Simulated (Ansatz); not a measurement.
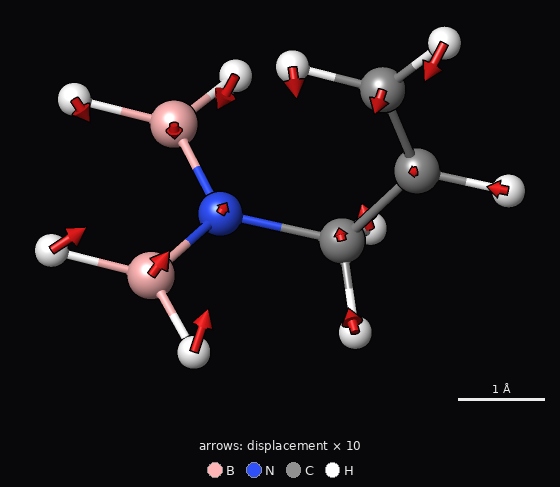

This is a relaxation of C3H9B2N. The starting structure is drawn; red arrows show the displacements, magnified 10 times. The two geometries are superimposed by the best rigid fit.

The picture is a ball-and-stick view, seen at a tilt.

The start comes from PBE-D4/def2-SVP.

Computed with RKS PBE0-D4/def2-TZVP in Ansatz 0.2.0. Set-up: force threshold 0.005 eV/Å; at most 150 steps.

Q: Atoms of which element are displaced furthest, and by how much?

A: Hydrogen: up to 0.056 Å, against 0.039 Å for boron.

Q: What did the optimiser do to the structure, and how much energy did it gain?

A: After 8 accepted moves (9 points after the start) the energy has fallen by 6.58 kJ/mol. The largest force component goes from 0.56 to 0.003 eV/Å. The line search rejected the trial step at point 3 of the run. The largest move after the best rigid fit is that of an H atom, 0.056 Å. By element the largest moves are H 0.056 Å, B 0.039 Å, C 0.033 Å, N 0.016 Å. Among the contacts that change: B–H 1.213 → 1.193 Å, C–C 1.343 → 1.325 Å, C–H 1.101 → 1.084 Å, C–H 1.112 → 1.095 Å.
